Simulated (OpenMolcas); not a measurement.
# One shape, several levels: InSiH5 (SMILES [SiH3][InH2])

Aim: a comparison of 6 runs (HF/3-21G, BLYP/def2-TZVP, M06-2X/def2-TZVP, M06-L/def2-TZVP, PBE/def2-TZVP, revPBE/def2-TZVP) of InSiH5. 

The calculation is run with OpenMolcas 26.06.

## (1) The molecule

The species is InSiH5 (7 atoms), meant as a singlet with charge 0. As SMILES, `[SiH3][InH2]`. The shape is that of a PBE0-D4/def2-TZVP optimisation.

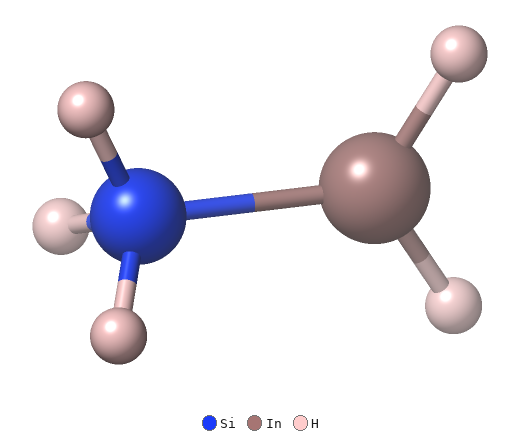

Viewed from a chosen angle; silicon blue, indium brown, hydrogen pink.

## (2) Energy and forces at HF/3-21G (run 1)

Input file job.inp:

```
&GATEWAY
  BasLib
  $CurrDir
  Coord
  7
  angstrom
  Si      -0.667100      -0.641500      -0.642100
  In       0.830800       0.837600       0.840500
  H       -2.119900      -0.371100      -0.463600
  H       -0.432000      -2.083300      -0.345900
  H       -0.338000      -0.425500      -2.080000
  H        0.179100       2.062100       1.872000
  H        2.547100       0.621800       0.819100
  Basis
  3-21G
  Group
  NoSym

&SEWARD

&SCF
  Thresholds
  1e-10 1e-07 1e-07 1e-05
  PrOrbitals
  0

&ALASKA
```

The basis set 3-21G is read from a file made from the Basis Set Exchange's data (not shown).

Run with:

```sh
$ export MOLCAS_MEM=1860
$ pymolcas job.inp > job.log
```

Log:

```text
--- Start Module: gateway ---
[...]
--- Stop Module: gateway /rc=_RC_ALL_IS_WELL_ ---
[...]
      Basis functions           54
[...]
--- Start Module: scf ---
[...]
       Convergence after  11 Iterations
[...]
::    Total SCF energy                              -6004.9853886597
[...]
      Total spin, S                                     0.0000000000
[...]
      Total electronic charge=   68.000000
      Total            charge=   -0.000000
[...]
      Dipole Moment (debye):
      Origin of the operator (angstrom)=    0.5181    0.5280    0.5301
                   X=  3.2600E-01               Y=  3.7767E-01               Z=  3.8153E-01           Total=  6.2808E-01
      Quadrupole Moment (debye*angstrom):
[...]
 *              Molecular gradients               *
 **************************************************
  Irreducible representation: a
 ------------------------------------------------------------------------------------------
                              X                       Y                       Z
 ------------------------------------------------------------------------------------------
  SI1               5.78015339436888E-03    6.09409017150675E-03    6.12352176007214E-03
  IN2              -1.00640446895817E-03   -1.29407202688725E-03   -1.38002798985148E-03
  H3                1.21185759953057E-03    7.22830493336546E-05    1.07504364612487E-04
  H4                4.03186805438716E-04    1.55504427639741E-03    1.14967618293660E-04
  H5                3.33167301356796E-04    2.08329638883897E-04    1.63961180530148E-03
  H6                4.96840897030637E-03   -8.41704208084426E-03   -7.03633746476751E-03
  H7               -1.16903696020696E-02    1.78136697161879E-03    4.30759906311445E-04
 ------------------------------------------------------------------------------------------
[...]
```

Run time: 3.3 s. Hardware: 1 thread of Arm Neoverse V1, shared host; peak memory 0.39 GiB.

## (3) Energy and forces at BLYP/def2-TZVP (core potential) (run 2)

Input file input.xyz:

```xyz
7

Si    -0.667100    -0.641500    -0.642100
In     0.830800     0.837600     0.840500
H     -2.119900    -0.371100    -0.463600
H     -0.432000    -2.083300    -0.345900
H     -0.338000    -0.425500    -2.080000
H      0.179100     2.062100     1.872000
H      2.547100     0.621800     0.819100
```

Input file run.input:

```
&gateway
 baslib = $CurrDir
 coord = input.xyz
 basis = def2-TZVP
 group = NoSym

&seward
 gridinput
 Grid=UltraFine
 End of Grid

&scf
 ksdft = BLYP
 thresholds = 1e-10 1e-07 1e-07 1e-05
 prorbitals = 1 2

&alaska
```

The basis set def2-TZVP is read from a file made from the Basis Set Exchange's data (not shown).

Run with:

```sh
$ export MOLCAS_MEM=1860
$ pymolcas run.input > run.log
```

Log:

```text
--- Start Module: gateway ---
[...]
--- Stop Module: gateway /rc=_RC_ALL_IS_WELL_ ---
[...]
      Basis functions          117
[...]
--- Start Module: scf ---
[...]
       Convergence after  13 Iterations
[...]
::    Total KS-DFT energy                            -482.5458095570
[...]
      Total spin, S                                     0.0000000000
[...]
      Total electronic charge=   40.000000
      Total            charge=   -0.000000
[...]
      Dipole Moment (debye):
      Origin of the operator (angstrom)=    0.5181    0.5280    0.5301
                   X= -1.8957E-02               Y=  3.9101E-02               Z=  4.1871E-02           Total=  6.0345E-02
      Quadrupole Moment (debye*angstrom):
[...]
 *              Molecular gradients               *
 **************************************************
  Irreducible representation: a
 ------------------------------------------------------------------------------------------
                              X                       Y                       Z
 ------------------------------------------------------------------------------------------
  SI1               2.39214952685085E-03    2.07528818286029E-03    2.01671537499859E-03
  IN2              -1.93366694571928E-04   -2.26998245183019E-04   -2.23102299821143E-04
  H3                1.34529161626329E-03   -6.52851674368682E-05    1.75285727900820E-05
  H4               -1.13599058739866E-04    1.37791642740215E-03   -1.31373447514793E-04
  H5               -2.13776399357823E-04   -8.05192581134762E-05    1.40102804100550E-03
  H6                1.48826737106500E-03   -3.43076115389573E-03   -2.92470373716158E-03
  H7               -4.70496636158657E-03    3.50359214332518E-04   -1.56092504329366E-04
 ------------------------------------------------------------------------------------------
[...]
```

Run time: 48 s. Hardware: 1 thread of Arm Neoverse V1, shared host; peak memory 0.72 GiB.

Runs 3 to 4 aren't shown in full; the table further down has their settings and results.

## (4) Energy and forces at PBE/def2-TZVP (core potential) (run 5)

input.xyz is that of step 3.

Input file calc.inp:

```
&GATEWAY
 BasLib=$CurrDir
 Coord=input.xyz
 Basis=def2-TZVP
 Group=NoSym

&SEWARD
 GridInput
 Grid=UltraFine
 End of Grid

&SCF
 KSDFT=PBE
 Thresholds=1e-10 1e-07 1e-07 1e-05
 PrOrbitals=0

&ALASKA
```

The basis set def2-TZVP is read from a file made from the Basis Set Exchange's data (not shown).

Run with:

```sh
$ export MOLCAS_MEM=1860
$ pymolcas calc.inp > calc.log
```

Log:

```text
--- Start Module: gateway ---
[...]
--- Stop Module: gateway /rc=_RC_ALL_IS_WELL_ ---
[...]
      Basis functions          117
[...]
--- Start Module: scf ---
[...]
       Convergence after  14 Iterations
[...]
::    Total KS-DFT energy                            -482.4427027667
[...]
      Total spin, S                                     0.0000000000
[...]
      Total electronic charge=   40.000000
      Total            charge=   -0.000000
[...]
      Dipole Moment (debye):
      Origin of the operator (angstrom)=    0.5181    0.5280    0.5301
                   X=  8.8141E-03               Y=  5.9882E-02               Z=  6.2408E-02           Total=  8.6938E-02
      Quadrupole Moment (debye*angstrom):
[...]
 *              Molecular gradients               *
 **************************************************
  Irreducible representation: a
 ------------------------------------------------------------------------------------------
                              X                       Y                       Z
 ------------------------------------------------------------------------------------------
  SI1              -5.38407557379550E-04   -1.01868078107437E-03   -1.08361425053083E-03
  IN2               4.90027781766322E-04    5.37838250632916E-04    5.50128438781883E-04
  H3                3.02332872260758E-03   -4.21302240114163E-04   -2.28761753103324E-04
  H4               -4.68294408558001E-04    3.01038950291854E-03   -5.01273835691651E-04
  H5               -6.76352078995746E-04   -3.55884539447737E-04    3.01960373370314E-03
  H6                1.04837621551335E-03   -2.06640672392933E-03   -1.74894622750665E-03
  H7               -2.87867867489755E-03    3.14046531017187E-04   -7.13610562712297E-06
 ------------------------------------------------------------------------------------------
[...]
```

Wall time 49 s (1 thread of Arm Neoverse V1, shared host); peak memory 0.72 GiB.

## (5) Energy and gradient at revPBE/def2-TZVP (core potential) (run 6)

Input file test.inp:

```
&GATEWAY
BASLIB=$CurrDir
COORD
7
angstrom
Si      -0.667100      -0.641500      -0.642100
In       0.830800       0.837600       0.840500
H       -2.119900      -0.371100      -0.463600
H       -0.432000      -2.083300      -0.345900
H       -0.338000      -0.425500      -2.080000
H        0.179100       2.062100       1.872000
H        2.547100       0.621800       0.819100
BASIS=def2-TZVP
GROUP=NoSym
&SEWARD
GRIDINPUT
Grid=UltraFine
End of Grid
&SCF
KSDFT=revPBE
THRESHOLDS=1e-10 1e-07 1e-07 1e-05
PRORBITALS=1 2
&ALASKA
```

The basis set def2-TZVP is read from a file made from the Basis Set Exchange's data (not shown).

Run with:

```sh
$ export MOLCAS_MEM=1860
$ pymolcas test.inp > test.log
```

Log:

```text
--- Start Module: gateway ---
[...]
--- Stop Module: gateway /rc=_RC_ALL_IS_WELL_ ---
[...]
      Basis functions          117
[...]
--- Start Module: scf ---
[...]
       Convergence after  13 Iterations
[...]
::    Total KS-DFT energy                            -482.5963483742
[...]
      Total spin, S                                     0.0000000000
[...]
      Total electronic charge=   40.000000
      Total            charge=   -0.000000
[...]
      Dipole Moment (debye):
      Origin of the operator (angstrom)=    0.5181    0.5280    0.5301
                   X=  3.9735E-03               Y=  5.7101E-02               Z=  5.9695E-02           Total=  8.2703E-02
      Quadrupole Moment (debye*angstrom):
[...]
 *              Molecular gradients               *
 **************************************************
  Irreducible representation: a
 ------------------------------------------------------------------------------------------
                              X                       Y                       Z
 ------------------------------------------------------------------------------------------
  SI1               2.03010861732800E-04   -2.51453592881923E-04   -3.10192784764851E-04
  IN2              -5.70281513825321E-05   -4.85306226831739E-05   -4.20614424045951E-05
  H3                3.79295750544095E-03   -4.99201357347712E-04   -2.65157610374323E-04
  H4               -5.05094043036614E-04    3.77387610841229E-03   -6.04511170607780E-04
  H5               -7.59875111709163E-04   -4.17374102479384E-04    3.78309103023522E-03
  H6                1.46434224292746E-03   -2.97877671844393E-03   -2.52412147083003E-03
  H7               -4.13831330393144E-03    4.21460285428388E-04   -3.70465513291202E-05
 ------------------------------------------------------------------------------------------
[...]
```

Wall time 48 s (1 thread of Arm Neoverse V1, shared host); peak memory 0.72 GiB.

## (6) The series

```
run                              level  integration grid   energy (Eh)  dipole moment (D)  HOMO energy (eV)  LUMO energy (eV)  wall time
  1                           HF/3-21G                 –  -6004.985389               0.63             -9.70              0.42      3.3 s
  2    BLYP/def2-TZVP (core potential)         UltraFine   -482.545810               0.06             -6.22             -2.83       48 s
  3  M06-2X/def2-TZVP (core potential)         UltraFine   -482.495439               0.10             -8.22             -1.61       67 s
  4   M06-L/def2-TZVP (core potential)         UltraFine   -482.749078               0.07             -6.43             -2.42       63 s
  5     PBE/def2-TZVP (core potential)         UltraFine   -482.442703               0.09             -6.36             -2.87       49 s
  6  revPBE/def2-TZVP (core potential)         UltraFine   -482.596348               0.08             -6.31             -2.76       48 s
```

## (7) Outcome

| quantity | value |
| --- | --- |
| run 6: total energy | -482.59635 Eh |
| run 6: dipole moment | 0.08 D |
| run 6: HOMO energy | -6.31 eV |
| run 6: LUMO energy | -2.76 eV |
| run 6: HOMO–LUMO gap | 3.55 eV |
| run 6: largest force on an atom | 0.214 eV/Å |

**Reading.** The dipole moment (its size) runs from 0.06 D (BLYP/def2-TZVP) to 0.63 D (HF/3-21G). The two ends differ in method and basis and core potential. The HOMO–LUMO gap runs from 3.38 eV (BLYP/def2-TZVP) to 10.12 eV (HF/3-21G). Totals of different functionals can't be ranked against each other. Some runs of one species differ in core potentials or relativity; totals across that change don't compare. In run 1 relativity is left out where basis or elements ask for it. All runs together took 4.7 min, the longest 67 s.
